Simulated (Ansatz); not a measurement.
The reference is RbCl in the rock salt structure (space group Fm-3m, No. 225; a = 6.6978 Å).

It is then changed as follows: the cell is scaled by 0.9429 in all directions; the atoms relax in the strained cell.

The values are results of PBE/PAW in Ansatz (a first-principles code), no spin-orbit coupling, not measurements.

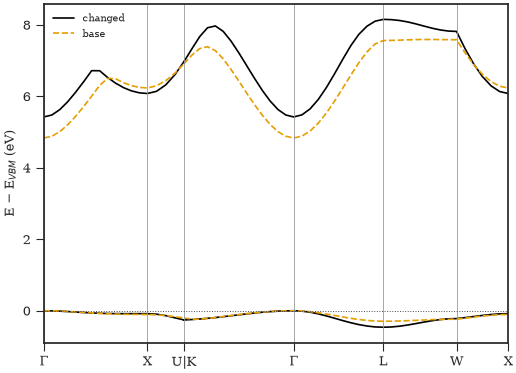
*Highest valence and lowest conduction band along the path, each from its own valence-band maximum*

The gap is 5.43 eV, direct at Γ; the base has 4.84 eV.

Gaps are Kohn–Sham eigenvalue differences; semilocal functionals usually give less than the measured gap. No phonon test of stability was made.
